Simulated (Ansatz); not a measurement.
## Refining one setting for NaCl (Fm-3m, 2 atoms in the cell)

```
NaCl
1.0
    0.00000     2.78820     2.78820
    2.78820     0.00000     2.78820
    2.78820     2.78820     0.00000
Na Cl
1 1
Direct
  0.00000   0.00000   0.00000
  0.50000   0.50000   0.50000
```

Level of theory: PBE (plane waves, PAW; Ansatz, an electronic-structure program).

The starting cell comes from a database of computed structures (which also holds hypothetical and non-ambient phases and stackings), without a prior relaxation at this level. Its lattice was rescaled by a random factor within 2.5 % of one. Ansatz's pressure includes its estimate of the finite-basis (Pulay) stress.

Held fixed: basis.ecutwfc = 30.9 Ry; hamiltonian.xc = pbe; hamiltonian.pseudopotentials = {kind: paw} (the program's default PAW files); scf.occupations.method = fixed.

ΔF is the free energy per atom less that of the last row (25 25 25).

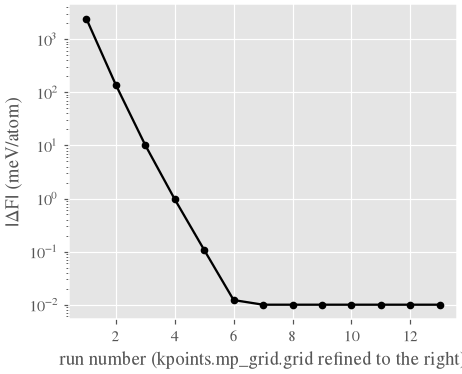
*Size of the energy error against the last run of the series; values under 0.01 meV/atom are drawn at 0.01.*

```csv
kpoints.mp_grid.grid,ΔF (meV/atom),pressure (GPa),gap on the mesh (eV),k-points,iterations
1 1 1,2431.9,27.96,4.335,1,6
2 2 2,138.1,3.92,5.161,3,6
3 3 3,10.1,1.96,5.233,4,7
4 4 4,0.97,1.77,5.241,8,8
5 5 5,0.11,1.75,5.242,10,7
6 6 6,0.01,1.74,5.242,16,7
7 7 7,0.00,1.74,5.242,20,7
8 8 8,0.00,1.74,5.242,29,7
10 10 10,0.00,1.74,5.242,47,7
11 11 11,0.00,1.74,5.242,56,7
14 14 14,0.00,1.74,5.242,104,7
16 16 16,0.00,1.74,5.242,145,7
20 20 20,0.00,1.74,5.242,256,7
25 25 25,0.00,1.74,5.242,455,7
```

Gap on the mesh within 0.05 eV of the last row: from kpoints.mp_grid.grid = 3 3 3 on; the one before it is off by 0.081 eV.

Gaps are taken between levels on the mesh.

Keys are those of Ansatz 0.2.
